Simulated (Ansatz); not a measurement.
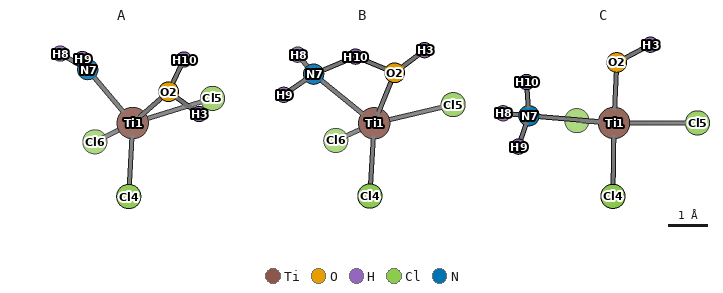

3 geometries from a converged minimum-energy path of TiNH4OCl3, shuffled. The picture is a ball-and-stick view, seen at a tilt.

All numbers below come from RKS PBE-D4/def2-SVP (Ansatz 0.2.0). Set-up: 5 movable images; climbing image; force threshold 0.05 eV/Å; iteration limit 60; starting path through a guess of the saddle point.

### Which frame is the top of the path?

B. In order along the path, whose images run from 0 to 6: C (image 0, 0.0 kcal/mol), B (image 3, +29.0 kcal/mol), A (image 5, +20.7 kcal/mol). A hydrogen atom shifts from one atom to another. Breaking: N7–H10 (1.03 → 1.43 at the top → 3.28 Å). Forming: O2–H10 (2.40 → 1.12 at the top → 0.98 Å).
